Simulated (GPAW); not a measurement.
## SrTiO3 (Tausonite): G0W0 with GPAW, start to end

Aim: the G0W0 gap of SrTiO3 (Tausonite) on PBE, step by step.

Program: GPAW 26.7.0. Level of theory: PBE and many-body steps on it, plane waves. Results are calculated unless marked as measured.

**What was measured.**

- Gap 3.77 eV: direct gap (M0 critical point); spectroscopic ellipsometry, second-derivative fit; 300 K; bulk crystal (commercial single crystal) (“Optical probe of ferroelectric order in bulk and thin film perovskite titanates”, 2013, arxiv:1309.1245).

## Step 1: Starting point

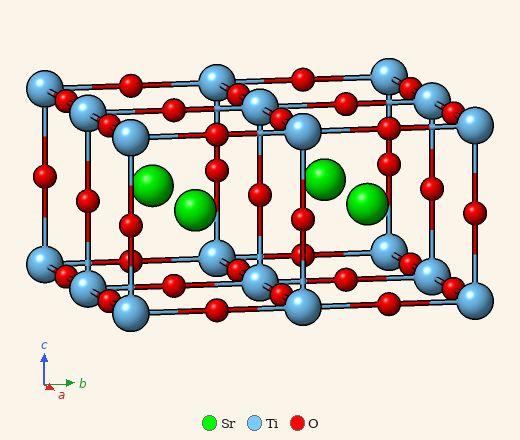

The starting structure, seen slightly off an axis (strontium green, titanium blue, oxygen red). 2×2×1 cells are drawn. Some periodic images of atoms are drawn too.

The cell and positions come from the Crystallography Open Database and are kept as given unless a step says otherwise.

## Step 2: Ground state

This step: GPAW 26.7.0; DFT, PBE, plane waves, PAW.

The ground-state density comes first.

The input, run.py:

```python
import json
import numpy as np
from gpaw.mpi import world
from ase import Atoms
from gpaw import GPAW, PW, FermiDirac

atoms = Atoms(['Sr', 'Ti', 'O', 'O', 'O'],
    cell=[[3.9052800000, 0.0000000000, 0.0000000000],
      [0.0000000000, 3.9052800000, 0.0000000000],
      [0.0000000000, 0.0000000000, 3.9052800000]],
    scaled_positions=[[0.5000000000, 0.5000000000, 0.5000000000],
      [0.0000000000, 0.0000000000, 0.0000000000],
      [0.5000000000, 0.0000000000, 0.0000000000],
      [0.0000000000, 0.5000000000, 0.0000000000],
      [0.0000000000, 0.0000000000, 0.5000000000]],
    pbc=(True, True, True))
calc = GPAW(mode=PW(600),
    xc='PBE',
    kpts={'size': (6, 6, 6), 'gamma': True},
    occupations=FermiDirac(0.001),
    nbands=-8,
    convergence={'density': 1e-6, 'bands': -3},
    maxiter=100,
    txt='gs.txt')
atoms.calc = calc
res = {'energy': atoms.get_potential_energy()}
kpts = calc.get_ibz_k_points()
res['kpts'] = kpts
res['eigenvalues'] = [calc.get_eigenvalues(kpt=k) for k in range(len(kpts))]
res['n_electrons'] = calc.get_number_of_electrons()
calc.write('gs.gpw')

if world.rank == 0:
    with open('result.json', 'w') as f:
        json.dump(res, f, default=lambda x: x.tolist())
```

Run with:

```bash
$ mpirun -n 4 gpaw python run.py
```

Numbers of over 12 decimals in the logs are rounded to 6 here.

Log:

```text
__  _  _
 | _ |_)|_||  |
 |__||  | ||/\| - 26.7.0

Input parameters:
  mode=PW(ecut=600.0),
  convergence={'density': 1e-06, 'bands': -3},
  kpts=MonkhorstPack(size=(6, 6, 6), gamma=True),
  maxiter=100,
  nbands=-8,
  occupations=Occupations(name='fermi-dirac', width=0.001, fixmagmom=False),
  xc=XC(name='PBE')
  [... matrices ...]
Diagonalizing LCAO Hamiltonian
Converting LCAO to pw mode
   .---------.
  /|         |
 * |         |
 | |         |
 | |   Sr    |
 O .---------.
 |O         /
 Ti---O----*

Atoms  # Å, Bohr magnetons
|   | symbol |        x |        y |        z |    initial magnetic moments |
| 0 |     Sr | 1.952640 | 1.952640 | 1.952640 | ( 0.0000,  0.0000,  0.0000) |
| 1 |     Ti | 0.000000 | 0.000000 | 0.000000 | ( 0.0000,  0.0000,  0.0000) |
| 2 |      O | 1.952640 | 0.000000 | 0.000000 | ( 0.0000,  0.0000,  0.0000) |
| 3 |      O | 0.000000 | 1.952640 | 0.000000 | ( 0.0000,  0.0000,  0.0000) |
| 4 |      O | 0.000000 | 0.000000 | 1.952640 | ( 0.0000,  0.0000,  0.0000) |

Unit cell  # Å
| periodic |        x |        y |        z |  lengths |    angles |
|      yes | 3.905280 | 0.000000 | 0.000000 | 3.905280 | 90.000000 |
|      yes | 0.000000 | 3.905280 | 0.000000 | 3.905280 | 90.000000 |
|      yes | 0.000000 | 0.000000 | 3.905280 | 3.905280 | 90.000000 |

Number of symmetries: 48
Symmetry operations  # r_c * U_cc + t_c -> r_c
|    | kind |            matrix            |
|  0 |  E   |  1, 0, 0,  0, 1, 0,  0, 0, 1 |
|  1 |  σ   |  1, 0, 0,  0, 1, 0,  0, 0,-1 |
|  2 |  σ   |  1, 0, 0,  0, 0, 1,  0, 1, 0 |
|  3 |  C4  |  1, 0, 0,  0, 0, 1,  0,-1, 0 |
|  4 |  C4  |  1, 0, 0,  0, 0,-1,  0, 1, 0 |
|  5 |  σ   |  1, 0, 0,  0, 0,-1,  0,-1, 0 |
|  6 |  σ   |  1, 0, 0,  0,-1, 0,  0, 0, 1 |
|  7 |  C2  |  1, 0, 0,  0,-1, 0,  0, 0,-1 |
|  8 |  σ   |  0, 1, 0,  1, 0, 0,  0, 0, 1 |
|  9 |  C2  |  0, 1, 0,  1, 0, 0,  0, 0,-1 |
| 10 |  C3  |  0, 1, 0,  0, 0, 1,  1, 0, 0 |
| 11 |  S6  |  0, 1, 0,  0, 0, 1, -1, 0, 0 |
| 12 |  S6  |  0, 1, 0,  0, 0,-1,  1, 0, 0 |
| 13 |  C3  |  0, 1, 0,  0, 0,-1, -1, 0, 0 |
| 14 |  C4  |  0, 1, 0, -1, 0, 0,  0, 0, 1 |
| 15 |  S4  |  0, 1, 0, -1, 0, 0,  0, 0,-1 |
| 16 |  C3  |  0, 0, 1,  1, 0, 0,  0, 1, 0 |
| 17 |  S6  |  0, 0, 1,  1, 0, 0,  0,-1, 0 |
| 18 |  σ   |  0, 0, 1,  0, 1, 0,  1, 0, 0 |
| 19 |  C4  |  0, 0, 1,  0, 1, 0, -1, 0, 0 |
| 20 |  C2  |  0, 0, 1,  0,-1, 0,  1, 0, 0 |
| 21 |  S4  |  0, 0, 1,  0,-1, 0, -1, 0, 0 |
| 22 |  S6  |  0, 0, 1, -1, 0, 0,  0, 1, 0 |
| 23 |  C3  |  0, 0, 1, -1, 0, 0,  0,-1, 0 |
| 24 |  S6  |  0, 0,-1,  1, 0, 0,  0, 1, 0 |
| 25 |  C3  |  0, 0,-1,  1, 0, 0,  0,-1, 0 |
| 26 |  C4  |  0, 0,-1,  0, 1, 0,  1, 0, 0 |
| 27 |  σ   |  0, 0,-1,  0, 1, 0, -1, 0, 0 |
| 28 |  S4  |  0, 0,-1,  0,-1, 0,  1, 0, 0 |
| 29 |  C2  |  0, 0,-1,  0,-1, 0, -1, 0, 0 |
| 30 |  C3  |  0, 0,-1, -1, 0, 0,  0, 1, 0 |
| 31 |  S6  |  0, 0,-1, -1, 0, 0,  0,-1, 0 |
| 32 |  C4  |  0,-1, 0,  1, 0, 0,  0, 0, 1 |
| 33 |  S4  |  0,-1, 0,  1, 0, 0,  0, 0,-1 |
| 34 |  S6  |  0,-1, 0,  0, 0, 1,  1, 0, 0 |
| 35 |  C3  |  0,-1, 0,  0, 0, 1, -1, 0, 0 |
| 36 |  C3  |  0,-1, 0,  0, 0,-1,  1, 0, 0 |
| 37 |  S6  |  0,-1, 0,  0, 0,-1, -1, 0, 0 |
| 38 |  σ   |  0,-1, 0, -1, 0, 0,  0, 0, 1 |
| 39 |  C2  |  0,-1, 0, -1, 0, 0,  0, 0,-1 |
| 40 |  σ   | -1, 0, 0,  0, 1, 0,  0, 0, 1 |
| 41 |  C2  | -1, 0, 0,  0, 1, 0,  0, 0,-1 |
| 42 |  C2  | -1, 0, 0,  0, 0, 1,  0, 1, 0 |
| 43 |  S4  | -1, 0, 0,  0, 0, 1,  0,-1, 0 |
| 44 |  S4  | -1, 0, 0,  0, 0,-1,  0, 1, 0 |
| 45 |  C2  | -1, 0, 0,  0, 0,-1,  0,-1, 0 |
| 46 |  C2  | -1, 0, 0,  0,-1, 0,  0, 0, 1 |
| 47 |  i   | -1, 0, 0,  0,-1, 0,  0, 0,-1 |

BZ-sampling:
  Number of BZ points: 216
  Number of IBZ points: 20

  Monkhorst-Pack size: [6, 6, 6]
  Monkhorst-Pack shift: [0.083333, 0.083333, 0.083333]

K-points  # in reciprocal-cell coordinates
|     |                                coordinates |     weight |
|   0 | (  0.00000000,   0.00000000,   0.00000000) | 0.00462963 |
|   1 | (  0.16666667,   0.00000000,   0.00000000) | 0.02777778 |
|   2 | (  0.16666667,   0.16666667,   0.00000000) | 0.05555556 |
|   3 | (  0.16666667,   0.16666667,   0.16666667) | 0.03703704 |
|   4 | (  0.33333333,   0.00000000,   0.00000000) | 0.02777778 |
|   5 | (  0.33333333,   0.16666667,   0.00000000) | 0.11111111 |
|   6 | (  0.33333333,   0.16666667,   0.16666667) | 0.11111111 |
|   7 | (  0.33333333,   0.33333333,   0.00000000) | 0.05555556 |
|   8 | (  0.33333333,   0.33333333,   0.16666667) | 0.11111111 |
|   9 | (  0.33333333,   0.33333333,   0.33333333) | 0.03703704 |
| ... |                                            |            |
|  19 | (  0.50000000,   0.50000000,   0.50000000) | 0.00462963 |

Plane wave coefficients: 2008
Cutoff: 600.0 eV

Spin-components: 1 (collinear spins)
Bands:           28
Projectors:      26
Spin-degeneracy: 2
Datatype:        complex128

  Storage: CPU
  Wave functions: 17_337_600 bytes (4_334_400 per core)
  Projectors: 18_576_000 bytes (4_644_000 per core)
  [... matrices ...]
Parallelization:
  kpt:    4
  domain: 1
  band:   1

Density:
  Valence electrons: 40.0
  Components: 1
  Grid points: [24 24 24]
  Charge: 0.0  # |e|

Potential:
  Grid points: [24 24 24]

species:
  Sr:
    name:    Strontium
    Z:       38.0
    valence: 10
    core:    28
    charge:  0.0  # [|e|]
    compensation charges:
      type: gauss
      rc: 0.40  # [Å]
      lmax: 2
    cutoffs:
      filter: 2.39  # [Å]
      core: 1.85  # [Å]
    projectors
    | kind |    occ | energy [eV] | rcut [Å] |
    |   4s |  2.000 |     -40.883 |    1.291 |
    |   5s |  2.000 |      -3.525 |    1.291 |
    |   4p |  6.000 |     -22.826 |    1.291 |
    |    p |        |       4.386 |    1.291 |
    |    d |        |       0.000 |    1.254 |

    Using partial waves for Sr as LCAO basis

  Ti:
    name:    Titanium
    Z:       22.0
    valence: 12
    core:    10
    charge:  0.0  # [|e|]
    compensation charges:
      type: gauss
      rc: 0.38  # [Å]
      lmax: 2
    cutoffs:
      filter: 2.23  # [Å]
      core: 1.02  # [Å]
    projectors
    | kind |    occ | energy [eV] | rcut [Å] |
    |   3s |  2.000 |     -62.623 |    1.270 |
    |   4s |  2.000 |      -4.466 |    1.270 |
    |   3p |  6.000 |     -38.862 |    1.058 |
    |   4p |  0.000 |      -1.466 |    1.058 |
    |   3d |  2.000 |      -4.258 |    1.058 |
    |    d |        |      22.953 |    1.058 |

    Using partial waves for Ti as LCAO basis

  O:
    name:    Oxygen
    Z:       8.0
    valence: 6
    core:    2
    charge:  0.0  # [|e|]
    compensation charges:
      type: gauss
      rc: 0.21  # [Å]
      lmax: 2
    cutoffs:
      filter: 1.17  # [Å]
      core: 0.83  # [Å]
    projectors
    | kind |    occ | energy [eV] | rcut [Å] |
    |   2s |  2.000 |     -23.961 |    0.688 |
    |   2p |  4.000 |      -9.029 |    0.598 |
    |    s |        |       3.251 |    0.688 |
    |    p |        |      18.182 |    0.598 |
    |    d |        |       0.000 |    0.619 |

    Using partial waves for O as LCAO basis

Reference energy: -115843.341193  # eV

eigensolver:
  PPCG
  Converge bands: -3
  niter=2

density mixing:
  MSR1-Mixer
  Pratt-step length: 0.05
  Maximum mixing coefficient: 0.75
  Old densities: 10
  SVD Regularization: 0.005
  Good broyden scale: 1.0
  Trust region scale: 1.0
  Backstep threshold: 4.0
  History deletion threshold: 6.0
  Fourier metric: weight=20.0, sigma=0.015

occupation numbers:
  Fermi-Dirac:
    width: 0.0010  # eV

poisson solver:
  ecut: 4800.0  # eV

xc functional:
  name: PBE with 2 nearest neighbor stencil

Initialization done in: 3.083 s

convergence criteria:
- Maximum integral of absolute [dens]ity change: 1e-06 electrons / valence electron
- Maximum [total energy] change in last 3 cyles: 0.0005 eV / valence electron
- Maximum integral of absolute [eigenst]ate change: 4e-08 eV^2 / valence electron
maximum number of iterations: 100

SCF iterations
|iter     |     time |      energy | eigst |  dens |
|iter:   1|  |  -44.780021 | +0.52 |       |
|iter:   2|  |  -43.028076 | -0.60 | -0.87 |
|iter:   3|  |  -39.538605 | +0.05 | -0.93 |
|iter:   4|  |  -39.360595 | -1.05 | -1.46 |
|iter:   5|  |  -39.337651 | -1.82 | -1.65 |
|iter:   6|  |  -39.343074 | -3.03 | -2.00 |
|iter:   7|  |  -39.343223c| -4.25 | -2.89 |
|iter:   8|  |  -39.343246c| -5.09 | -3.42 |
|iter:   9|  |  -39.343248c| -5.70 | -4.00 |
|iter:  10|  |  -39.343248c| -5.97 | -4.87 |
|iter:  11|  |  -39.343248c| -2.27 | -5.28 |
|iter:  12|  |  -39.343248c| -4.90 | -5.87 |
|iter:  13|  |  -39.343248c| -6.63 | -6.51c|
|iter:  14|  |  -39.343248c| -8.11c| -7.20c|

Converged in 14 steps
SCF loop duration: 12.376 s (0.884 s/step)
Energy contributions relative to reference atoms: (reference = -115843.341193)
  [... matrices ...]
Energy contributions:
  Kinetic:          43.716239
  Coulomb:         -45.478200
  Zero:              0.354964
  External:          0.000000
  Xc:              -37.936252
  Entropy:          -0.000000
  Spinorbit:         0.000000
  ----------------------------
  Free energy:     -39.343248
  Extrapolated:    -39.343248

dipole moment: (-34.511385, -34.511385, -34.511385)  # |e|*Ang

Fermi level: 7.218
Eigenvalues  # (at kpt = [0.000, 0.000, 0.000])
| band index |      eig [eV] | occ [0-2] |
|          0 |       -49.845 |     2.000 |
|        ... |               |           |
|         12 |         3.736 |     2.000 |
|         13 |         3.736 |     2.000 |
|         14 |         5.378 |     2.000 |
|         15 |         5.378 |     2.000 |
|         16 |         5.378 |     2.000 |
|         17 |         6.196 |     2.000 |
|         18 |         6.196 |     2.000 |
|         19 |         6.196 |     2.000 |
|         20 |         8.446 |     0.000 |
|         21 |         8.446 |     0.000 |
|         22 |         8.446 |     0.000 |
|         23 |        10.902 |     0.000 |
|         24 |        10.902 |     0.000 |
|         25 |        12.006 |     0.000 |
|         26 |        12.006 |     0.000 |
|         27 |        12.770 |     0.000 |

Gap: 1.901 eV
Transition (v -> c):
  (s=0, k=19, n=19, [0.50, 0.50, 0.50]) -> (s=0, k=0, n=20, [0.00, 0.00, 0.00])
Direct/indirect transitions are different
Direct gap: 2.250 eV
Transition at: (s=0, k=0, n=19, [0.00, 0.00, 0.00])
# Writing to gs.gpw (mode='')
  [... matrices ...]
```

Wall time 19 s (4 MPI ranks of Arm Neoverse N1, shared host); peak memory 0.74 GiB.

Numbers from this step:

| Item | Value |
| --- | --- |
| total energy | -39.34 eV |
| gap | 1.901 eV |
| k of the valence top | 0.5, 0.5, 0.5 |
| k of the conduction bottom | 0, 0, 0 |
| least direct gap | 2.250 eV |

The gap is indirect, with the least direct gap 0.35 eV higher.

## Step 3: Bands along the symmetry lines

Levels along a band path, at the cheap level, show where the edges lie and whether the meshes to come will hold them.

The input, run.py:

```python
import json
import numpy as np
from gpaw.mpi import world
from gpaw import GPAW

path = [[0.000000, 0.000000, 0.000000],
    [0.000000, 0.062500, 0.000000],
    [0.000000, 0.125000, 0.000000],
    [0.000000, 0.187500, 0.000000],
    [0.000000, 0.250000, 0.000000],
    [0.000000, 0.312500, 0.000000],
    [0.000000, 0.375000, 0.000000],
    [0.000000, 0.437500, 0.000000],
    [0.000000, 0.500000, 0.000000],
    [0.062500, 0.500000, 0.000000],
    [0.125000, 0.500000, 0.000000],
    [0.187500, 0.500000, 0.000000],
    [0.250000, 0.500000, 0.000000],
    [0.312500, 0.500000, 0.000000],
    [0.375000, 0.500000, 0.000000],
    [0.437500, 0.500000, 0.000000],
    [0.500000, 0.500000, 0.000000],
    [0.437500, 0.437500, 0.000000],
    [0.375000, 0.375000, 0.000000],
    [0.312500, 0.312500, 0.000000],
    [0.250000, 0.250000, 0.000000],
    [0.187500, 0.187500, 0.000000],
    [0.125000, 0.125000, 0.000000],
    [0.062500, 0.062500, 0.000000],
    [0.000000, 0.000000, 0.000000],
    [0.062500, 0.062500, 0.062500],
    [0.125000, 0.125000, 0.125000],
    [0.187500, 0.187500, 0.187500],
    [0.250000, 0.250000, 0.250000],
    [0.312500, 0.312500, 0.312500],
    [0.375000, 0.375000, 0.375000],
    [0.437500, 0.437500, 0.437500],
    [0.500000, 0.500000, 0.500000],
    [0.437500, 0.500000, 0.437500],
    [0.375000, 0.500000, 0.375000],
    [0.312500, 0.500000, 0.312500],
    [0.250000, 0.500000, 0.250000],
    [0.187500, 0.500000, 0.187500],
    [0.125000, 0.500000, 0.125000],
    [0.062500, 0.500000, 0.062500],
    [0.000000, 0.500000, 0.000000],
    [0.500000, 0.500000, 0.500000],
    [0.500000, 0.500000, 0.437500],
    [0.500000, 0.500000, 0.375000],
    [0.500000, 0.500000, 0.312500],
    [0.500000, 0.500000, 0.250000],
    [0.500000, 0.500000, 0.187500],
    [0.500000, 0.500000, 0.125000],
    [0.500000, 0.500000, 0.062500],
    [0.500000, 0.500000, 0.000000]]
calc = GPAW('gs.gpw').fixed_density(kpts=path,
    symmetry='off',
    nbands=30,
    convergence={'bands': 26},
    txt='bands.txt')
res = {}
kpts = calc.get_ibz_k_points()
res['kpts'] = kpts
res['eigenvalues'] = [calc.get_eigenvalues(kpt=k) for k in range(len(kpts))]
res['n_electrons'] = calc.get_number_of_electrons()

if world.rank == 0:
    with open('result.json', 'w') as f:
        json.dump(res, f, default=lambda x: x.tolist())
```

Run with:

```bash
$ mpirun -n 4 gpaw python run.py
```

Log:

```text
Diagonalizing LCAO Hamiltonian
Converting LCAO to pw mode
convergence criteria:
- Maximum integral of absolute [eigenst]ate change: 4e-08 eV^2 / valence electron
maximum number of iterations: 100

SCF iterations
|iter     |     time |      energy | eigst |  dens |
|iter:   1|  |             | +0.78 |       |
|iter:   2|  |             | -0.90 |       |
|iter:   3|  |             | -1.00 |       |
[...]
|iter:   7|  |             | -6.29 |       |
|iter:   8|  |             | -7.08 |       |
|iter:   9|  |             | -7.75c|       |
SCF steps: 9
  __  _  _
 | _ |_)|_||  |
 |__||  | ||/\| - 26.7.0

Input parameters:
  mode=PW(ecut=600.0),
  convergence={'bands': 26},
  gpts=array([24, 24, 24]),
  kpts=KPoints(kpts=array([[0.    , 0.    , 0.    ],
         [0.    , 0.0625, 0.    ],
         [0.    , 0.125 , 0.    ],
         [0.    , 0.1875, 0.    ],
         [0.    , 0.25  , 0.    ],
         [0.    , 0.3125, 0.    ],
         [0.    , 0.375 , 0.    ],
         [0.    , 0.4375, 0.    ],
[...]
[0.0625, 0.5   , 0.    ],
[...]
[0.1875, 0.5   , 0.    ],
[...]
[0.3125, 0.5   , 0.    ],
[...]
[0.4375, 0.5   , 0.    ],
[...]
[0.4375, 0.4375, 0.    ],
[...]
[0.3125, 0.3125, 0.    ],
[...]
[0.1875, 0.1875, 0.    ],
[...]
[0.0625, 0.0625, 0.    ],
[...]
[0.0625, 0.0625, 0.0625],
[...]
[0.1875, 0.1875, 0.1875],
[...]
[0.3125, 0.3125, 0.3125],
[...]
[0.4375, 0.4375, 0.4375],
[...]
[0.4375, 0.5   , 0.4375],
[...]
[0.3125, 0.5   , 0.3125],
[...]
[0.1875, 0.5   , 0.1875],
[...]
[0.0625, 0.5   , 0.0625],
[...]
[0.5   , 0.5   , 0.4375],
[...]
[0.5   , 0.5   , 0.3125],
         [0.5   , 0.5   , 0.25  ],
         [0.5   , 0.5   , 0.1875],
         [0.5   , 0.5   , 0.125 ],
         [0.5   , 0.5   , 0.0625],
         [0.5   , 0.5   , 0.    ]])),
  maxiter=100,
  nbands=30,
  occupations=Occupations(name='fermi-dirac', width=0.001, fixmagmom=False),
  parallel={},
  symmetry=Symmetry(point_group=False, time_reversal=False),
  xc=XC(name='PBE')
```

Wall time 23 s (4 MPI ranks); peak memory 0.82 GiB.

Numbers from this step:

| Item | Value |
| --- | --- |
| gap | 1.901 eV |
| k of the valence top | 0.5, 0.5, 0.5 |
| k of the conduction bottom | 0, 0, 0 |
| least direct gap | 2.250 eV |

The gap is 1.901 eV, as in the run before at this level.

The electronic bands at the labelled points (eV, zero at the top of the highest filled band):

| point | band 17 | band 18 | band 19 | band 20 | band 21 | band 22 | band 23 | band 24 |
| --- | --- | --- | --- | --- | --- | --- | --- | --- |
| Γ | -1.17 | -0.35 | -0.35 | -0.35 | 1.90 | 1.90 | 1.90 | 4.36 |
| X | -2.34 | -1.96 | -0.72 | -0.72 | 2.06 | 3.82 | 3.82 | 4.37 |
| M | -1.71 | -1.56 | -1.56 | -0.08 | 3.83 | 3.83 | 4.29 | 5.34 |
| Γ | -1.17 | -0.35 | -0.35 | -0.35 | 1.90 | 1.90 | 1.90 | 4.36 |
| R | -3.72 | 0.00 | 0.00 | 0.00 | 4.51 | 4.51 | 4.51 | 6.99 |
| X | -2.34 | -1.96 | -0.72 | -0.72 | 2.06 | 3.82 | 3.82 | 4.37 |
| jump to R | -3.72 | 0.00 | 0.00 | 0.00 | 4.51 | 4.51 | 4.51 | 6.99 |
| M | -1.71 | -1.56 | -1.56 | -0.08 | 3.83 | 3.83 | 4.29 | 5.34 |

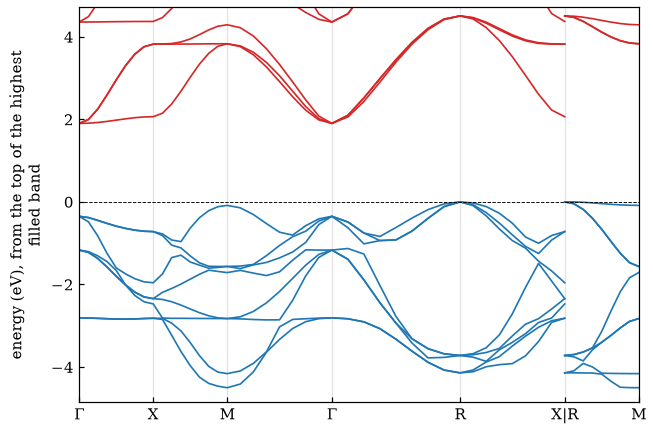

Electronic bands along the path; lines of filled and empty bands in two colours.

## Step 4: Empty states on the mesh, 4×4×4 mesh, 323 bands

The sums over transitions need many empty states on a uniform mesh; this step solves for them.

The input, run.py:

```python
import json
import numpy as np
from gpaw.mpi import world
from gpaw import GPAW

calc = GPAW('gs.gpw').fixed_density(kpts={'size': (4, 4, 4), 'gamma': True},
    parallel={'domain': 1, 'band': 1},
    txt='nscf.txt')
calc.diagonalize_full_hamiltonian(nbands=323)
calc.write('full.gpw', mode='all')
res = {}
kpts = calc.get_ibz_k_points()
res['kpts'] = kpts
res['eigenvalues'] = [calc.get_eigenvalues(kpt=k) for k in range(len(kpts))]
res['n_electrons'] = calc.get_number_of_electrons()

if world.rank == 0:
    with open('result.json', 'w') as f:
        json.dump(res, f, default=lambda x: x.tolist())
```

Run with:

```bash
$ mpirun -n 4 gpaw python run.py
```

Log:

```text
Diagonalizing LCAO Hamiltonian
Converting LCAO to pw mode
convergence criteria:
- Maximum integral of absolute [eigenst]ate change: 4e-08 eV^2 / valence electron
maximum number of iterations: 100

SCF iterations
|iter     |     time |      energy | eigst |  dens |
|iter:   1|  |             | +0.48 |       |
|iter:   2|  |             | -1.30 |       |
|iter:   3|  |             | -2.01 |       |
[...]
|iter:  27|  |             | -7.03 |       |
|iter:  28|  |             | -7.21 |       |
|iter:  29|  |             | -7.48c|       |
SCF steps: 29
  __  _  _
 | _ |_)|_||  |
 |__||  | ||/\| - 26.7.0

Input parameters:
  mode=PW(ecut=600.0),
  convergence={'density': 1e-06, 'bands': -3},
  gpts=array([24, 24, 24]),
  kpts=MonkhorstPack(size=(4, 4, 4), gamma=True),
  maxiter=100,
  nbands=28,
  occupations=Occupations(name='fermi-dirac', width=0.001, fixmagmom=False),
  parallel={'domain': 1, 'band': 1},
  xc=XC(name='PBE')
Matrix size: 1980x1980
# Writing to full.gpw (mode='all')
  [... matrices ...]

timing:  # [seconds]
  Total: 43.686  # ━━━━━━━━━━━━━━━━━━━━━━━━━━━━━━━━━━━━━━━━━━━━━━━━━━━━━━━━━━
```

Elapsed: 59 s, on 4 MPI ranks; peak memory 2 GiB; 3.9 min of CPU time.

Numbers from this step:

```yaml
gap: 1.901 eV
k_of_the_valence_top: 0.5, 0.5, 0.5
k_of_the_conduction_bottom: 0, 0, 0
least_direct_gap: 2.250 eV
k_points_computed: 10
lowest_point_of_the_top_converged_band_above_the_valence_top: 158.5274 eV
```

On this mesh the gap is 1.901 eV.

(Continued in part 2 of 2.)

[Paths, hosts, dates, memory and timing lines, banners, echoed tables and standing remarks are left out of the program output.]

[Logs are printed without paths, hosts, clocks, repeated set-up lines and the standing remarks that a program may print on its own settings, such as how far it seeks lower states.]

[Runs of the session that timed out or met a known fault of the program may be left out.]

[Hosts, paths, dates, database ids (printed as entryN), source tags and the programs' standing remarks are cut or masked in the printed files.]
